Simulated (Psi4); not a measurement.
# TiO2 (titanium dioxide): B3LYP/6-31G(d) (spherical functions)

What is the vertical singlet–triplet gap of TiO2 (titanium dioxide) at B3LYP/6-31G* (spherical functions)? 

Program for the calculation: Psi4 1.11.

5 further runs of the same task are left out: 3 that didn't finish, 2 set aside as unsound or not needed.

## Step 1: Starting point

TiO2: 3 atoms, total charge 0, spin state singlet. As SMILES, `[O]=[Ti]=[O]`. The coordinates come from a PBE0-D4/def2-TZVP relaxation.

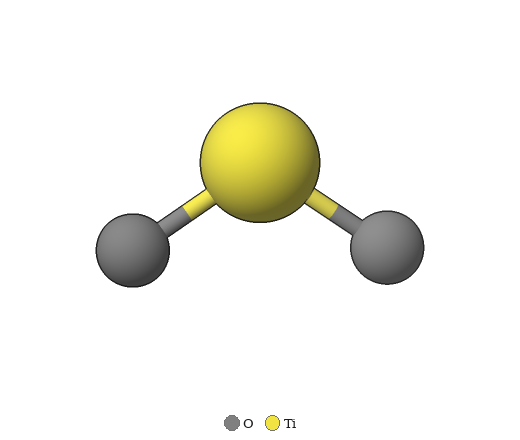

The structure, seen from a chosen angle (oxygen grey, titanium yellow).

## Step 2: Energy and forces at B3LYP/6-31G(d) (spherical functions)

Input file o2ti.py:

```python
import psi4

psi4.set_memory('1600 MB')
psi4.set_num_threads(1)
psi4.core.set_output_file('output.dat', False)

geom = psi4.geometry("""
0 1
O      0.921000     0.928800     0.444600
Ti     0.135000    -0.492000     0.331600
O     -1.056100    -0.436800    -0.776200
symmetry c1
no_reorient
no_com
""")

options = {'basis': '6-31G*', 'reference': 'rks', 'puream': True, 'e_convergence': 1e-09, 'd_convergence': 1e-08, 'scf_type': 'pk', 'dft_radial_points': 99, 'dft_spherical_points': 590}
psi4.set_options(options)

energy_value = psi4.gradient("B3LYP", molecule=geom)
print('gradient / Eh bohr^-1')
print(energy_value.np.round(6))
for k, v in sorted(psi4.core.scalar_variables().items()):
    print(f'{k:45s} {v:18.10f}')
```

Launch:

```sh
$ python o2ti.py
```

output.dat:

```text
gradient() will perform analytic gradient computation.

   => Loading Basis Set <=

    Name: 6-31G*
    Role: ORBITAL
    Keyword: BASIS

         ---------------------------------------------------------
                                   SCF
                              RKS Reference
                        1 Threads,   1525 MiB Core
         ---------------------------------------------------------

  ==> Geometry <==

    Molecular point group: c1
    Full point group: C1

    Geometry (in Angstrom), charge = 0, multiplicity = 1:

       Center              X                  Y                   Z               Mass
    ------------   -----------------  -----------------  -----------------  -----------------
         O            0.921000000000     0.928800000000     0.444600000000    15.994914619570
         TI           0.135000000000    -0.492000000000     0.331600000000    47.947941980000
         O           -1.056100000000    -0.436800000000    -0.776200000000    15.994914619570

  Running in c1 symmetry.

  Rotational constants: A =      0.81383  B =      0.29018  C =      0.21391 [cm^-1]
  Rotational constants: A =  24398.10477  B =   8699.23448  C =   6412.74613 [MHz]
  Nuclear repulsion =  127.009919010096439

  Charge       = 0
  Multiplicity = 1
  Electrons    = 38
  Nalpha       = 19
  Nbeta        = 19

  ==> Algorithm <==

  SCF Algorithm Type is PK.
  DIIS enabled.
  MOM disabled.
  Fractional occupation disabled.
  Guess Type is SAD.
  Energy threshold   = 1.00e-09
  Density threshold  = 1.00e-08
  Integral threshold = 1.00e-12

  ==> Primary Basis <==

  Basis Set: 6-31G*
    Blend: 6-31G*
    Number of shells: 24
    Number of basis functions: 62
    Number of Cartesian functions: 69
    Spherical Harmonics?: true
    Max angular momentum: 3

  ==> DFT Potential <==

   => LibXC <=

    Version 7.1.2

   => Composite Functional: B3LYP <=

    B3LYP Hyb-GGA Exchange-Correlation Functional

    Deriv               =              1
    GGA                 =           TRUE
    Meta                =          FALSE

    Exchange Hybrid     =           TRUE
    MP2 Hybrid          =          FALSE

   => Exchange Functionals <=

    0.0800   Slater exchange
    0.7200         Becke 88

   => Exact (HF) Exchange <=

    0.2000               HF

   => Correlation Functionals <=

    0.1900   Vosko, Wilk & Nusair (VWN5_RPA)
    0.8100   Lee, Yang & Parr

   => LibXC Density Thresholds  <==

    XC_HYB_GGA_XC_B3LYP:  1.00E-15

   => Molecular Quadrature <=

    Radial Scheme          =       TREUTLER
    Pruning Scheme         =           NONE
    Nuclear Scheme         =       TREUTLER

    Blocking Scheme        =         OCTREE
    BS radius alpha        =              1
    Pruning alpha          =              1
    Radial Points          =             99
    Spherical Points       =            590
    Total Points           =         170009
    Total Blocks           =           1333
    Max Points             =            256
    Max Functions          =             62
    Weights Tolerance      =       1.00E-15

  ==> Integral Setup <==

  Using in-core PK algorithm.
   Calculation information:
      Number of atoms:                   3
      Number of AO shells:              24
      Number of primitives:             73
      Number of atomic orbitals:        69
      Number of basis functions:        62

      Integral cutoff                 1.00e-12
      Number of threads:                 1

  Performing in-core PK
  Using 3816162 doubles for integral storage.
  We computed 43475 shell quartets total.
  Whereas there are 45150 unique shell quartets.

  ==> DiskJK: Disk-Based J/K Matrices <==

    J tasked:                  Yes
    K tasked:                  Yes
    wK tasked:                  No
    Memory [MiB]:              887
    Schwarz Cutoff:          1E-12

  Cached 100.0% of DFT collocation blocks in 0.250 [GiB].

  Minimum eigenvalue in the overlap matrix is 2.6308085317E-02.
  Reciprocal condition number of the overlap matrix is 8.3692293517E-03.
    Using symmetric orthogonalization.

  ==> Pre-Iterations <==

  SCF Guess: Superposition of Atomic Densities via on-the-fly atomic UHF (no occupation information).

   -------------------------
    Irrep   Nso     Nmo
   -------------------------
     A         62      62
   -------------------------
    Total      62      62
   -------------------------

  ==> Iterations <==

                        Total Energy        Delta E     RMS |[F,P]|

   @RKS iter SAD:  -998.88475216518361   -9.98885e+02   0.00000e+00
   @RKS iter   1:  -998.97897099956037   -9.42188e-02   2.37434e-02 ADIIS/DIIS
   @RKS iter   2:  -978.52595683211632    2.04530e+01   9.71508e-02 ADIIS/DIIS
   @RKS iter   3:  -996.34643272637959   -1.78205e+01   4.73749e-02 ADIIS/DIIS
   @RKS iter   4:  -999.71274113743868   -3.36631e+00   1.18802e-02 ADIIS/DIIS
   @RKS iter   5:  -999.83861790935703   -1.25877e-01   6.24869e-03 ADIIS/DIIS
   @RKS iter   6:  -999.88820302204681   -4.95851e-02   1.78407e-03 ADIIS/DIIS
   @RKS iter   7:  -999.89260348724565   -4.40047e-03   2.96218e-04 ADIIS/DIIS
   @RKS iter   8:  -999.89258148444310    2.20028e-05   3.13538e-04 ADIIS/DIIS
   @RKS iter   9:  -999.89273631180333   -1.54827e-04   3.20656e-05 DIIS
   @RKS iter  10:  -999.89273742157036   -1.10977e-06   2.07790e-05 DIIS
   @RKS iter  11:  -999.89273809525275   -6.73682e-07   1.36774e-06 DIIS
   @RKS iter  12:  -999.89273810081977   -5.56702e-09   1.63913e-07 DIIS
   @RKS iter  13:  -999.89273810095347   -1.33696e-10   2.02699e-08 DIIS
   @RKS iter  14:  -999.89273810095665   -3.18323e-12   3.29961e-09 DIIS
  Energy and wave function converged.

  ==> Post-Iterations <==

   Electrons on quadrature grid:
      Ntotal   =   37.9999998668 ; deviation = -1.332e-07

    Orbital Energies [Eh]
    ---------------------

    Doubly Occupied:

       1A   -178.845385     2A    -19.882490     3A    -19.090751
       4A    -19.090721     5A    -16.597608     6A    -16.597240
       7A    -16.593130     8A     -2.365690     9A     -1.493124
      10A     -1.489756    11A     -1.480705    12A     -0.836097
      13A     -0.820638    14A     -0.324826    15A     -0.314259
      16A     -0.301776    17A     -0.286238    18A     -0.274363
      19A     -0.238785

    Virtual:

      20A     -0.110347    21A     -0.061541    22A     -0.052752
      23A      0.014318    24A      0.028390    25A      0.029046
      26A      0.047367    27A      0.061937    28A      0.064561
      29A      0.130237    30A      0.162481    31A      0.285267
      32A      0.297945    33A      0.839734    34A      0.842743
      35A      0.862311    36A      0.893145    37A      0.899951
      38A      1.024800    39A      1.048057    40A      1.053620
      41A      1.068303    42A      1.076040    43A      1.186954
      44A      1.395954    45A      1.535130    46A      1.618514
      47A      1.672182    48A      1.676686    49A      1.791965
      50A      1.807234    51A      1.842983    52A      1.885988
      53A      1.950602    54A      2.010779    55A      2.062939
      56A      2.172395    57A      2.245246    58A      2.273654
      59A      2.526086    60A      2.577253    61A      2.651531
      62A      2.741110

    Final Occupation by Irrep:
              A
    DOCC [    19 ]
    NA   [    19 ]
    NB   [    19 ]

  @RKS Final Energy:  -999.89273810095665

   => Energetics <=

    Nuclear Repulsion Energy =            127.0099190100964393
    One-Electron Energy =               -1625.9465947973515085
    Two-Electron Energy =                 546.8986406272317708
    DFT Exchange-Correlation Energy =     -47.8547029409332580
    Empirical Dispersion Energy =           0.0000000000000000
    VV10 Nonlocal Energy =                  0.0000000000000000
    Total Energy =                       -999.8927381009566489

Computation Completed

Properties will be evaluated at   0.000000,   0.000000,   0.000000 [a0]

Properties computed using the SCF density matrix

 Multipole Moments:

 ------------------------------------------------------------------------------------
     Multipole            Electronic (a.u.)      Nuclear  (a.u.)        Total (a.u.)
 ------------------------------------------------------------------------------------

 L = 1.  Multiply by 2.5417464519 to convert [e a0] to [Debye]
 Dipole X            :         -2.9962218            3.5700706            0.5738487
 Dipole Y            :         10.9252313          -13.0164336           -2.0912023
 Dipole Z            :         -7.3635178            8.7728646            1.4093467
 Magnitude           :                                                    2.5862497

 ------------------------------------------------------------------------------------

	total time  =          7 seconds =       0.12 minutes

         ------------------------------------------------------------
                                   SCF GRAD
         ------------------------------------------------------------

  ==> Geometry <==

    Molecular point group: c1
    Full point group: C1

    Geometry (in Angstrom), charge = 0, multiplicity = 1:

       Center              X                  Y                   Z               Mass
    ------------   -----------------  -----------------  -----------------  -----------------
         O            0.921000000000     0.928800000000     0.444600000000    15.994914619570
         TI           0.135000000000    -0.492000000000     0.331600000000    47.947941980000
         O           -1.056100000000    -0.436800000000    -0.776200000000    15.994914619570

  Nuclear repulsion =  127.009919010096439

  ==> Basis Set <==

  Basis Set: 6-31G*
    Blend: 6-31G*
    Number of shells: 24
    Number of basis functions: 62
    Number of Cartesian functions: 69
    Spherical Harmonics?: true
    Max angular momentum: 3

  ==> DirectJKGrad: Integral-Direct SCF Gradients <==

    Gradient:                    1
    J tasked:                  Yes
    K tasked:                  Yes
    wK tasked:                  No
    Integrals threads:           1
    Schwarz Cutoff:          1E-12

  ==> DFT Potential <==

   => LibXC <=

    Version 7.1.2

   => Composite Functional: B3LYP <=

    B3LYP Hyb-GGA Exchange-Correlation Functional

    Deriv               =              1
    GGA                 =           TRUE
    Meta                =          FALSE

    Exchange Hybrid     =           TRUE
    MP2 Hybrid          =          FALSE

   => Exchange Functionals <=

    0.0800   Slater exchange
    0.7200         Becke 88

   => Exact (HF) Exchange <=

    0.2000               HF

   => Correlation Functionals <=

    0.1900   Vosko, Wilk & Nusair (VWN5_RPA)
    0.8100   Lee, Yang & Parr

   => LibXC Density Thresholds  <==

    XC_HYB_GGA_XC_B3LYP:  1.00E-15

   => Molecular Quadrature <=

    Radial Scheme          =       TREUTLER
    Pruning Scheme         =           NONE
    Nuclear Scheme         =       TREUTLER

    Blocking Scheme        =         OCTREE
    BS radius alpha        =              1
    Pruning alpha          =              1
    Radial Points          =             99
    Spherical Points       =            590
    Total Points           =         170009
    Total Blocks           =           1333
    Max Points             =            256
    Max Functions          =             62
    Weights Tolerance      =       1.00E-15

  -Total Gradient:
     Atom            X                  Y                   Z
    ------   -----------------  -----------------  -----------------
       1        0.000256403270    -0.002036608690     0.001097187369
       2       -0.001052008977     0.003662013995    -0.002510872480
       3        0.000812526486    -0.001687516626     0.001455432263

	total time  =          4 seconds =       0.07 minutes
```

Standard output:

```text
gradient / Eh bohr^-1
[[ 0.000256 -0.002037  0.001097]
 [-0.001052  0.003662 -0.002511]
 [ 0.000813 -0.001688  0.001455]]
CURRENT ENERGY                                   -999.8927381010
CURRENT REFERENCE ENERGY                         -999.8927381010
DD SOLVATION ENERGY                                 0.0000000000
DFT FUNCTIONAL TOTAL ENERGY                      -999.8927381010
DFT TOTAL ENERGY                                 -999.8927381010
DFT VV10 ENERGY                                     0.0000000000
DFT XC ENERGY                                     -47.8547029409
GRID ELECTRONS ALPHA                               18.9999999334
GRID ELECTRONS BETA                                18.9999999334
GRID ELECTRONS TOTAL                               37.9999998668
NUCLEAR REPULSION ENERGY                          127.0099190101
ONE-ELECTRON ENERGY                             -1625.9465947974
PCM POLARIZATION ENERGY                             0.0000000000
PE ENERGY                                           0.0000000000
SCF ITERATION ENERGY                             -999.8927381010
SCF ITERATIONS                                     14.0000000000
SCF TOTAL ENERGY                                 -999.8927381010
TWO-ELECTRON ENERGY                               546.8986406272
XC GRID RADIAL POINTS                              99.0000000000
XC GRID SPHERICAL POINTS                          590.0000000000
XC GRID TOTAL POINTS                           170009.0000000000
```

It took 12 s on 1 thread of Intel Xeon Platinum 8259CL at 2.50GHz (Skylake/Cascade Lake), shared host; peak memory 0.52 GiB.

(Part 1 of 2 ends here.)
